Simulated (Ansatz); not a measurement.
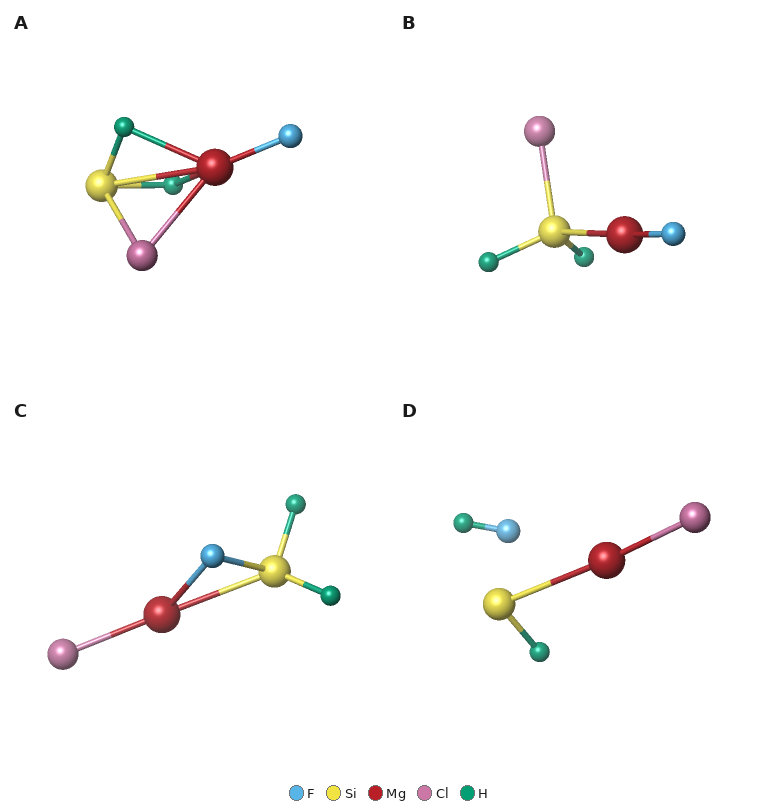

4 stationary structures of one formula. Geometries: PBE-D4/def2-SVP. Electronic energies: PBE-D4/def2-SVP (Ansatz 0.2.0), without zero-point energy. No frequency run is at hand to confirm each as a minimum.

> Rank them by energy, lowest first.

C is lowest (Cs); B lies 4.4 kcal/mol above it (Cs), A lies 5.0 kcal/mol above it (Cs), D lies 65.2 kcal/mol above it (C1).
